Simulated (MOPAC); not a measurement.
**C3H9As (trimethylarsine): MNDO**

What is the vertical ionisation energy of C3H9As (trimethylarsine) at MNDO? 

The results are computed with MOPAC 23.2.5.

3 further runs of the same task are left out: 3 set aside as unsound or not needed.

## (1) The molecule

C3H9As has 13 atoms, charge 0, and is taken as a singlet. As SMILES, `C[As](C)C`. The shape was relaxed beforehand at MNDO.

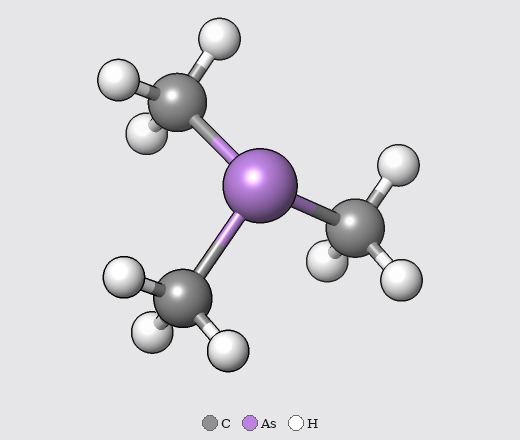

The structure, seen from a chosen angle (carbon grey, arsenic purple, hydrogen white).

## (2) The harmonic vibrations at MNDO

Contents of c3h9as.mop:

```
MNDO FORCE THERMO(200,600,200) CHARGE=0 AUX(PRECISION=6) THREADS=1
frequencies of C3H9As

C     -0.579118 1     1.489176 1    -0.769356 1
As     0.516344 1    -0.115528 1    -0.716044 1
C      1.497053 1     0.035870 1     0.955275 1
C     -0.756901 1    -1.547478 1    -0.389903 1
H      0.102593 1     2.351786 1    -0.880568 1
H     -1.222541 1     1.660473 1     0.110882 1
H     -1.220468 1     1.422884 1    -1.666833 1
H      0.882882 1     0.183056 1     1.860421 1
H      2.088074 1    -0.889865 1     1.077373 1
H      2.189673 1     0.891293 1     0.856719 1
H     -0.180563 1    -2.483496 1    -0.276345 1
H     -1.399252 1    -1.630110 1    -1.285306 1
H     -1.402984 1    -1.422537 1     0.496167 1
```

Command:

```sh
mopac c3h9as.mop
```

c3h9as.out:

```text
MOPAC v23.2.5
MNDO CALCULATION RESULTS
[...]
           Empirical Formula: C3 H9 As  =    13 atoms
      MOLECULAR POINT GROUP   :   C3v
[...]
 DIPOLE           X         Y         Z       TOTAL
 POINT-CHG.    -0.182     0.234     0.327     0.441
 HYBRID        -0.688     0.882     1.231     1.663
 SUM           -0.870     1.116     1.558     2.104
          GRADIENT NORM =   0.01427
[...]
          ZERO POINT ENERGY      71.249 KCAL/MOL
[...]
 FREQUENCY           108.96         C  1 -- H  6         +11.4% (335.0%)      0.0%
[...]
 FREQUENCY           118.08         C  1 -- H  5         +17.8% (396.0%)      0.0%
[...]
 FREQUENCY          3280.58         C  3 -- H  8         +33.8% ( 59.8%)     98.8%
[...]
 FREQUENCY          3281.18         C  4 -- H 13         +19.5% ( 45.5%)     98.8%
[...]
 FREQUENCY          3343.94         C  1 -- H  6         +22.5% ( 45.9%)     98.0%
[...]
 FREQUENCY          3344.36         C  3 -- H  8         +13.6% ( 35.6%)     98.1%
[...]
   TEMP. (K)   PARTITION FUNCTION   H.O.F.    ENTHALPY  HEAT CAPACITY ENTROPY
                                   KCAL/MOL   CAL/MOLE    CAL/K/MOL  CAL/K/MOL
 298.00  VIB.     0.6670D+02                  3006.9652    19.4126    18.4370
         ROT.     0.3326D+05                   888.2803     2.9808    23.6721
         INT.     0.2219D+07                  3895.2455    22.3934    42.1091
         TRA.     0.1271D+28                  1480.4672     4.9680    40.2599
         TOT.                      -19.854    5375.7126    27.3614    82.3690
 200.00  VIB.     0.1229D+02                  1389.7978    13.5774    11.9339
         ROT.     0.1829D+05                   596.1613     2.9808    22.4834
[...]
           FORCE CONSTANT IN CARTESIAN COORDINATES (Millidynes/A)
    ATOM   CHEMICAL       X               Y               Z
   NUMBER   SYMBOL  FORCE CONSTANT  FORCE CONSTANT  FORCE CONSTANT
      1       C        5.252860        8.616722        8.575405
      2      As        3.423579        3.330613        3.105134
      3       C        8.294206        5.575381        8.575400
      4       C        8.294187        8.058427        6.092374
      5       H        1.035636        1.428662        4.841752
      6       H        1.571936        2.191924        3.609973
      7       H        1.035610        5.560075        0.710366
      8       H        1.584352        2.179509        3.609972
      9       H        5.995147        0.600541        0.710362
     10       H        1.130255        1.334044        4.841752
[...]
 * JOB ENDED NORMALLY *
[...]
```

It took 0.12 s on 1 thread of Arm Neoverse N1, shared host.

## (3) The doublet cation: the energy at MNDO

Contents of c3h9as.mop:

```
1SCF DISP DOUBLET CHARGE=1 UHF MNDO THREADS=1 AUX(PRECISION=6)
job C3H9As

C -0.579118 1 1.489176 1 -0.769356 1
As 0.516344 1 -0.115528 1 -0.716044 1
C 1.497053 1 0.035870 1 0.955275 1
C -0.756901 1 -1.547478 1 -0.389903 1
H 0.102593 1 2.351786 1 -0.880568 1
H -1.222541 1 1.660473 1 0.110882 1
H -1.220468 1 1.422884 1 -1.666833 1
H 0.882882 1 0.183056 1 1.860421 1
H 2.088074 1 -0.889865 1 1.077373 1
H 2.189673 1 0.891293 1 0.856719 1
H -0.180563 1 -2.483496 1 -0.276345 1
H -1.399252 1 -1.630110 1 -1.285306 1
H -1.402984 1 -1.422537 1 0.496167 1
```

Command:

```sh
mopac c3h9as.mop
```

c3h9as.out, cut to the lines that bear on the results:

```text
MOPAC v23.2.5
MNDO CALCULATION RESULTS
[...]
           Empirical Formula: C3 H9 As  =    13 atoms
      MOLECULAR POINT GROUP   :   C3v
[...]
     SCF FIELD WAS ACHIEVED
[...]
                              SUM =        213.46209 KCAL/MOL = FINAL HEAT OF FORMATION
          TOTAL ENERGY            =       -626.22174 EV
          ELECTRONIC ENERGY       =      -2205.08999 EV
          CORE-CORE REPULSION     =       1578.86825 EV
          COSMO AREA              =        127.54 SQUARE ANGSTROMS
          COSMO VOLUME            =        118.14 CUBIC ANGSTROMS
          IONIZATION POTENTIAL    =         15.946866 EV
          ALPHA SOMO LUMO (EV)    =        -15.947 -6.190
          BETA  SOMO LUMO (EV)    =        -16.506 -9.960
          NO. OF ALPHA ELECTRONS  =         13
          NO. OF BETA  ELECTRONS  =         12
          MOLECULAR WEIGHT        =        120.0257         POINT GROUP:  C3v
[...]
                             CARTESIAN COORDINATES
   1    C       -0.579118000     1.489176000    -0.769356000
[...]
              NET ATOMIC CHARGES AND DIPOLE CONTRIBUTIONS
  ATOM NO.   TYPE          CHARGE      No. of ELECS.   s-Pop       p-Pop
    1          C          -0.019651        4.0197     1.24077     2.77889
    2         As           0.407756        4.5922     1.71784     2.87441
    3          C          -0.019669        4.0197     1.24076     2.77891
    4          C          -0.019676        4.0197     1.24076     2.77891
    5          H           0.065106        0.9349     0.93489
    6          H           0.086896        0.9131     0.91310
    7          H           0.065091        0.9349     0.93491
    8          H           0.086875        0.9131     0.91313
    9          H           0.065111        0.9349     0.93489
   10          H           0.065086        0.9349     0.93491
   11          H           0.065105        0.9349     0.93490
   12          H           0.065093        0.9349     0.93491
[...]
 DIPOLE           X         Y         Z       TOTAL
 POINT-CHG.    -0.856     0.200     1.200     1.487
 HYBRID        -0.177     0.041     0.248     0.308
 SUM           -1.033     0.241     1.448     1.795
[...]
                    (S**2)  =    0.755169
[...]
 * JOB ENDED NORMALLY *
[...]
```

It took 0.04 s on 1 thread of Arm Neoverse N1, shared host.

## (4) Results

At MNDO:

```
                                          quantity           value
                    run 2, MNDO: heat of formation  -19.9 kcal/mol
           run 2, MNDO: lowest harmonic wavenumber        109 cm⁻¹
          run 2, MNDO: highest harmonic wavenumber       3344 cm⁻¹
                    run 2, MNDO: zero-point energy    298.1 kJ/mol
                      doublet cation: total energy    -23.01322 Eh
        doublet cation: HOMO energy (over α and β)       -15.95 eV
        doublet cation: LUMO energy (over α and β)        -9.96 eV
                 doublet cation: heat of formation  213.5 kcal/mol
                              doublet cation: ⟨S²⟩           0.755
vertical ionisation energy (to the doublet cation)       10.118 eV
```

What this shows: Removing an electron at fixed nuclei costs 10.12 eV (233 kcal/mol). All 33 modes (run 2, MNDO) are real, so the shape is a minimum at this level.
